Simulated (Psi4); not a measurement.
**CH8Si2 (SMILES [SiH3]C[SiH3]): PBE0/def2-SVP**

Aim: the vertical singlet–triplet gap of CH8Si2 at PBE0/def2-SVP, from 2 runs. 

Program for the calculation: Psi4 1.11.

**1. Starting point**

CH8Si2: 11 atoms, total charge 0, spin state singlet. As SMILES, `[SiH3]C[SiH3]`. The shape is that of a PBE0-D4/def2-TZVP optimisation.

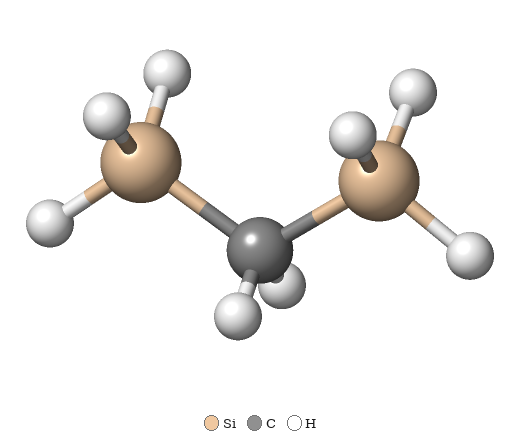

The structure, seen from a chosen angle (silicon light orange, carbon grey, hydrogen white).

**2. Energy and forces at PBE0/def2-SVP**

The input, job.in:

```
memory 2.2 GB

molecule {
  0 1
  Si    -1.158980     1.034720    -0.344660
  C     -0.286340    -0.621440    -0.365590
  Si     1.335180    -0.652340     0.569590
  H     -2.435800     0.976800    -1.106490
  H     -0.293510     2.078920    -0.955560
  H     -1.463790     1.436810     1.054620
  H     -0.954100    -1.377620     0.060730
  H     -0.099440    -0.908830    -1.405770
  H      1.110650    -0.304370     1.998260
  H      2.282060     0.336720    -0.011600
  H      1.964060    -1.999380     0.506460
  symmetry c1
  no_reorient
  no_com
}

set {
  basis                def2-SVP
  puream               true
  e_convergence        1e-09
  d_convergence        1e-08
  scf_type             pk
  dft_radial_points    99
  dft_spherical_points 590
}

result, w = gradient('pbe0', return_wfn=True)
oeprop(w, 'LOWDIN_CHARGES', 'WIBERG_LOWDIN_INDICES', 'MULLIKEN_CHARGES')
```

Command:

```bash
$ psi4 job.in job.out -n 1
```

job.out:

```text
[...]
  Running in c1 symmetry.
[...]
  Nuclear repulsion =  151.529950661497395
[...]
  Multiplicity = 1
[...]
  Nalpha       = 21
  Nbeta        = 21
[...]
    Number of basis functions: 90
[...]
   @RKS iter   1:  -621.18369187228143   -2.97937e-01   6.60052e-03 DIIS/ADIIS
[...]
   @RKS iter   9:  -621.38087343728205   -6.61657e-11   7.57285e-09 DIIS
[...]
    Orbital Energies [Eh]
    ---------------------
    Doubly Occupied:
       1A    -66.236299     2A    -66.236264     3A    -10.229644
       4A     -5.330184     5A     -5.330154     6A     -3.667109
       7A     -3.667097     8A     -3.667095     9A     -3.667088
      10A     -3.667056    11A     -3.667018    12A     -0.727785
      13A     -0.548702    14A     -0.529150    15A     -0.446751
      16A     -0.394604    17A     -0.360565    18A     -0.349766
      19A     -0.347498    20A     -0.336284    21A     -0.323668
[...]
  @RKS Final Energy:  -621.38087343728205
   => Energetics <=
    Nuclear Repulsion Energy =            151.5299506614973950
    One-Electron Energy =               -1159.5973059123139137
    Two-Electron Energy =                 424.4293498568413838
    DFT Exchange-Correlation Energy =     -37.7428680433068493
    Empirical Dispersion Energy =           0.0000000000000000
    VV10 Nonlocal Energy =                  0.0000000000000000
    Total Energy =                       -621.3808734372820481
[...]
 Multipole Moments:
 ------------------------------------------------------------------------------------
     Multipole            Electronic (a.u.)      Nuclear  (a.u.)        Total (a.u.)
 ------------------------------------------------------------------------------------
 L = 1.  Multiply by 2.5417464519 to convert [e a0] to [Debye]
 Dipole X            :         -1.7474978            1.6230669           -0.1244309
 Dipole Y            :         -3.7920192            3.5219393           -0.2700799
 Dipole Z            :         -2.2302413            2.0713855           -0.1588558
 Magnitude           :                                                    0.3371370
[...]
  -Total Gradient:
     Atom            X                  Y                   Z
    ------   -----------------  -----------------  -----------------
       1        0.001100450851    -0.000658943493     0.000433032623
       2       -0.001090586120    -0.002352196721    -0.001375131519
       3       -0.001038042690     0.000786247034    -0.000352130869
       4        0.002521505322     0.000029200829     0.001478687757
       5       -0.001605030093    -0.002232074739     0.001184925370
       6        0.000686241058    -0.000978052925    -0.002748087375
       7        0.003385708934     0.003884155211    -0.002069465289
       8       -0.000882541934     0.001539296901     0.005248041409
       9        0.000258079874    -0.000688126157    -0.002901954505
      10       -0.002030306572    -0.001942524968     0.001028054455
      11       -0.001303400509     0.002617518508     0.000076663591
[...]
```

Run time: 27 s. Hardware: 1 thread of Intel Xeon Platinum 8488C (Sapphire Rapids), shared host; peak memory 1 GiB.

**3. The triplet at the same level**

The input, calc.dat:

```
memory 2200 MB

molecule mol {
  0 3
  Si
  C 1 1.872112
  Si 2 1.872123 1 114.37751
  H 1 1.487955 2 111.08943 3 -179.97081
  H 1 1.487478 4 108.44097 2 121.23997
  H 1 1.487471 5 108.4099 4 -117.54335
  H 2 1.095199 1 108.79898 6 62.10203
  H 2 1.095216 7 107.01206 1 -117.39945
  H 3 1.487479 2 110.19264 7 -62.10858
  H 3 1.487482 9 108.40993 2 120.66819
  H 3 1.487949 9 108.44093 10 117.54403
  units angstrom
  symmetry c1
}

set globals {
  basis def2-SVP
  reference uks
  puream true
  e_convergence 1e-09
  d_convergence 1e-08
  scf_type pk
  dft_radial_points 99
  dft_spherical_points 590
  maxiter 100
}

E, wfn = gradient("pbe0", return_wfn=True)
oeprop(wfn, "QUADRUPOLE", "WIBERG_LOWDIN_INDICES", "MAYER_INDICES", title="PBE0")
print_variables()
```

Command:

```bash
$ psi4 calc.dat calc.out -n 1
```

calc.out:

```text
[...]
  Running in c1 symmetry.
[...]
  Nuclear repulsion =  151.529953680492270
[...]
  Multiplicity = 3
[...]
  Nalpha       = 22
  Nbeta        = 20
[...]
    Number of basis functions: 90
[...]
   @UKS iter   1:  -620.81152851883996    7.42270e-02   7.43702e-03 ADIIS/DIIS
[...]
   @UKS iter  18:  -621.09428789136712   -1.36424e-12   4.94905e-09 DIIS
[...]
   @S^2 Observed:                2.007925928E+00
[...]
  @UKS Final Energy:  -621.09428789136712
   => Energetics <=
    Nuclear Repulsion Energy =            151.5299536804922695
    One-Electron Energy =               -1158.1304189920692806
    Two-Electron Energy =                 423.1733676661208960
    DFT Exchange-Correlation Energy =     -37.6671902459110228
    Empirical Dispersion Energy =           0.0000000000000000
    VV10 Nonlocal Energy =                  0.0000000000000000
    Total Energy =                       -621.0942878913671166
[...]
  -Total Gradient:
     Atom            X                  Y                   Z
    ------   -----------------  -----------------  -----------------
       1        0.000012581328     0.038306633872     0.060213877299
       2        0.000011960679    -0.056209694492    -0.036234079621
       3        0.000013010201     0.070662075252     0.010036891972
       4       -0.000010989453    -0.014947851358    -0.012275166611
       5        0.003002962183     0.000147509796    -0.004530085653
       6       -0.003004415678     0.000146553560    -0.004519766386
       7       -0.009992818034    -0.006319129440    -0.004075885183
       8        0.009981023508    -0.006314636216    -0.004072554890
       9       -0.003001907484    -0.004057719725     0.001998204136
      10        0.003002139445    -0.004067762711     0.002005206961
      11       -0.000013552200    -0.017351027788    -0.008549896839
[...]
 Multipole Moments:
 ------------------------------------------------------------------------------------
     Multipole            Electronic (a.u.)      Nuclear  (a.u.)        Total (a.u.)
 ------------------------------------------------------------------------------------
 L = 1.  Multiply by 2.5417464519 to convert [e a0] to [Debye]
 Dipole X            :          0.0001007            0.0000841            0.0001848
 Dipole Y            :          0.4341824            0.1185909            0.5527732
 Dipole Z            :          0.2798841            0.0764423            0.3563264
 Magnitude           :                                                    0.6576677
 L = 2.  Multiply by 1.3450342976 to convert [e a0^2] to [Debye ang]
 Quadrupole XX       :        -56.6188247           26.3299016          -30.2889231
 Quadrupole XY       :          0.0005019            0.0001414            0.0006433
[...]
```

It took 58 s on 1 thread of Intel Xeon Platinum 8488C (Sapphire Rapids), shared host; peak memory 1 GiB.

**4. What came out**

Level: PBE0/def2-SVP.

| quantity | value |
| --- | --- |
| singlet: total energy | -621.38087 Eh |
| singlet: dipole moment | 0.86 D |
| singlet: HOMO energy | -8.81 eV |
| singlet: LUMO energy | 0.72 eV |
| singlet: HOMO–LUMO gap | 9.53 eV |
| singlet: largest force on an atom | 0.286 eV/Å |
| triplet: total energy | -621.09429 Eh |
| triplet: dipole moment | 1.67 D |
| triplet: HOMO energy (highest over α and β) | -1.42 eV |
| triplet: ⟨S²⟩ | 2.008 |
| triplet: largest force on an atom | 3.670 eV/Å |
| vertical energy of the triplet above the singlet | 7.798 eV |

**Reading.** At this shape the triplet lies 7.80 eV (752 kJ/mol) above the singlet. The largest force (singlet) is 0.29 eV/Å: the shape isn't a stationary point for this species at this level.
